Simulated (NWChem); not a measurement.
**Li2 (lithium dimer): levels of theory compared**

We compute a comparison of 3 runs (SVWN5/def2-TZVP, SVWN5/def2-TZVPP, CAM-B3LYP/LANL2DZ) of Li2 (lithium dimer). 

The results are computed with NWChem 7.3.0.

2 further runs of the same task are left out: 2 set aside as unsound or not needed.

### Step 1. The structure to begin with

Li2: 2 atoms, total charge 0, spin state singlet. As SMILES, `[Li][Li]`. The bond length is the measured one.

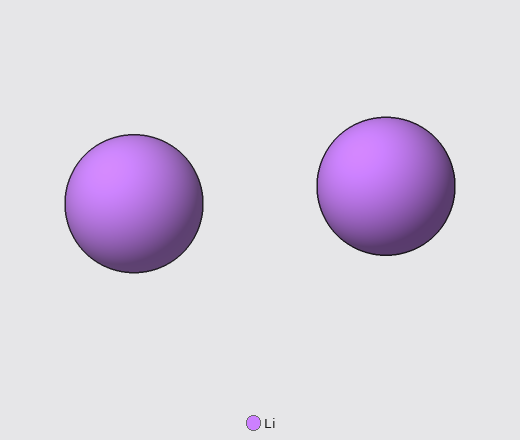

The structure, seen from a chosen angle (lithium purple).

### Step 2. NMR shieldings at SVWN5/def2-TZVP (run 1)

Input file test.nw:

```
start test
title "Li2 nmr"
memory total 2200 mb

geometry units bohr noautosym nocenter noautoz
   Li  0.00000000  0.00000000  0.00000000
   Li  0.00000000  0.00000000  5.05104896
end

basis spherical bse
   * library def2-TZVP
end

dft
   xc slater vwn_5
   grid fine
   convergence energy 1e-08
   iterations 100
   mulliken
   print low
end

property
   shielding
end

task dft property
```

The run is started by

```sh
nwchem test.nw > test.out
```

Output:

```text
[...]
 d= 0,ls=0.0,diis     1    -14.7168668138 -1.65D+01  8.46D-03  8.04D-02     0.1
[...]
 d= 0,ls=0.0,diis     7    -14.7245519356 -1.60D-11  3.40D-08  8.53D-14     0.2
         Total DFT energy =      -14.724551935585
      One electron energy =      -23.087919441008
           Coulomb energy =        9.946379591908
    Exchange-Corr. energy =       -3.364820196299
 Nuclear repulsion energy =        1.781808109815
[...]
      Total Density - Mulliken Population Analysis
     ---------------------------------------------
    Atom       Charge   Shell Charges
 -----------   ------   -------------------------------------------------------
    1 Li   3     3.00   0.35  1.25  0.37  0.50  0.46  0.00  0.01  0.06
    2 Li   3     3.00   0.35  1.25  0.37  0.50  0.46  0.00  0.01  0.06
[...]
           isotropic =      97.2838
[...]
           isotropic =      97.2838
[...]
```

It took 1.1 s on 1 thread of Intel Xeon Platinum 8488C (Sapphire Rapids), shared host; peak memory 0.11 GiB.

### Step 3. Magnetic shielding at SVWN5/def2-TZVPP (run 2)

Input file mymol.nw:

```
start mymol
title "lithium dimer"
memory 2200 mb

geometry units angstroms noautosym nocenter noautoz
   Li     0.000000     0.000000     0.000000
   Li     0.000000     0.000000     2.672900
end

basis spherical bse
   * library def2-TZVPP
end

dft
   xc slater vwn_5
   grid fine
   convergence energy 1e-08
   maxiter 100
   mulliken
   print low
end

property
   shielding
end

task dft property
```

The run is started by

```sh
nwchem mymol.nw > mymol.out
```

Output:

```text
[...]
 d= 0,ls=0.0,diis     1    -14.7172362567 -1.65D+01  5.99D-03  8.07D-02     0.1
[...]
 d= 0,ls=0.0,diis     7    -14.7248289794 -8.86D-12  8.65D-08  1.79D-12     0.3
         Total DFT energy =      -14.724828979385
      One electron energy =      -23.090211469671
           Coulomb energy =        9.948571546071
    Exchange-Corr. energy =       -3.364997294401
 Nuclear repulsion energy =        1.781808238616
[...]
      Total Density - Mulliken Population Analysis
     ---------------------------------------------
    Atom       Charge   Shell Charges
 -----------   ------   -------------------------------------------------------
    1 Li   3     3.00   0.35  1.25  0.37  0.48  0.47  0.00  0.01  0.06  0.00
    2 Li   3     3.00   0.35  1.25  0.37  0.48  0.47  0.00  0.01  0.06  0.00
[...]
           isotropic =      97.2663
[...]
           isotropic =      97.2663
[...]
```

Wall time 1.4 s (1 thread of Intel Xeon Platinum 8488C (Sapphire Rapids), shared host); peak memory 0.11 GiB.

### Step 4. The charge distribution at CAM-B3LYP/LANL2DZ (run 3)

Input file input.nw:

```
start input
memory 2200 mb

geometry noautosym nocenter noautoz
  Li     0.000000     0.000000     0.000000
  Li     0.000000     0.000000     2.672900
end

basis spherical bse
  * library LANL2DZ
end

dft
  xc xcamb88 1.00 lyp 0.81 vwn_5 0.19 hfexch 1.00
  cam 0.33 cam_alpha 0.19 cam_beta 0.46
  mult 1
  grid fine
  convergence energy 1e-08
  direct
  iterations 100
  mulliken
  noprint "final vectors analysis"
end

property
  dipole
  quadrupole
  mulliken
end

task dft property
```

The run is started by

```sh
nwchem input.nw > input.out
```

Output:

```text
[...]
          Wavefunction type:  closed shell.
          No. of atoms     :     2
          No. of electrons :     6
[...]
          Charge           :     0
          Spin multiplicity:     1
[...]
          AO basis - number of functions:    18
[...]
              XC Information
              --------------
                     Hartree-Fock (Exact) Exchange  1.000
                   CAM-Becke88 Exchange Functional  1.000
                      VWN V Correlation Functional  0.190 local
              Lee-Yang-Parr Correlation Functional  0.810
[...]
 d= 0,ls=0.0,diis     1    -14.9686691916 -1.68D+01  8.67D-03  6.65D-03     0.1
[...]
 d= 0,ls=0.0,diis     6    -14.9710793271 -1.85D-10  8.35D-07  3.71D-12     0.4
         Total DFT energy =      -14.971079327064
      One electron energy =      -23.160012757864
           Coulomb energy =       10.077947992833
    Exchange-Corr. energy =       -3.670822800650
 Nuclear repulsion energy =        1.781808238616
[...]
      Total Density - Mulliken Population Analysis
     ---------------------------------------------
    Atom       Charge   Shell Charges
 -----------   ------   -------------------------------------------------------
    1 Li   3     3.00   2.00  0.49  0.44  0.08 -0.01
    2 Li   3     3.00   2.00  0.49  0.44  0.08 -0.01
[...]
   Dipole moment        0.0000000001 Debye(s)
             DMX       -0.0000000001 DMXEFC        0.0000000000
             DMY       -0.0000000001 DMYEFC        0.0000000000
             DMZ        0.0000000000 DMZEFC        0.0000000000
   -EFC- dipole         0.0000000000 DEBYE(S)
   Total dipole         0.0000000001 DEBYE(S)
[...]
```

Wall time 0.96 s (1 thread of Intel Xeon Platinum 8488C (Sapphire Rapids), shared host); peak memory 0.11 GiB.

Atomic charges (e):

| atom | Mulliken | Löwdin |
| --- | --- | --- |
| Li1 | +0.000 | +0.000 |
| Li2 | +0.000 | +0.000 |

### Step 5. All runs side by side

| run | level | task | energy (Eh) | isotropic shielding of Li1 (ppm) | wall time |
| --- | --- | --- | --- | --- | --- |
| 1 | SVWN5/def2-TZVP | nmr | -14.724552 | 97.3 | 1.1 s |
| 2 | SVWN5/def2-TZVPP | nmr | -14.724829 | 97.3 | 1.4 s |
| 3 | CAM-B3LYP/LANL2DZ | properties | -14.971079 | – | 0.96 s |

### Step 6. Outcome

| quantity | value |
| --- | --- |
| run 3: total energy | -14.97108 Eh |
| run 3: dipole moment | 0.00 D |

In words: Totals of different functionals can't be ranked against each other. All runs together took 3.5 s, the longest 1.4 s.
